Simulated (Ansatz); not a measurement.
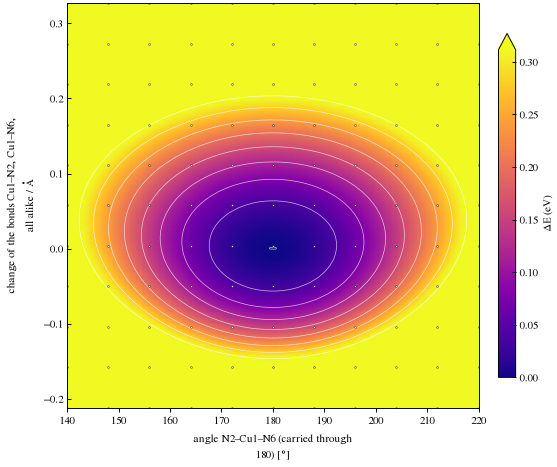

[Cu(NH3)2]+, charge +1. First axis: angle N2–Cu1–N6 (carried through 180). Second axis: change of the bonds Cu1–N2, Cu1–N6, all alike. Nothing is relaxed (all other coordinates rigid). Grid: 11 × 11 points. Points are written as (first, second). Energies are in eV, from the lowest grid point. These are results of Ansatz, RKS PBE0-D4/def2-TZVP, not measurements.

Drawn: a smooth colour map with a few white contour lines, dots at the grid points, one colour for all values above the top of the scale. Between grid points the surface is interpolated.

Where is the minimum, and how stiff is the well along each coordinate?

The interpolated minimum is at the first coordinate ≈ 180°, the second coordinate ≈ 0.000 Å. The curvatures there are about 1.8 eV/rad² and 22 eV/Å², with a cross term of about 0 eV/(rad·Å). Round the minimum the two coordinates are nearly uncoupled.
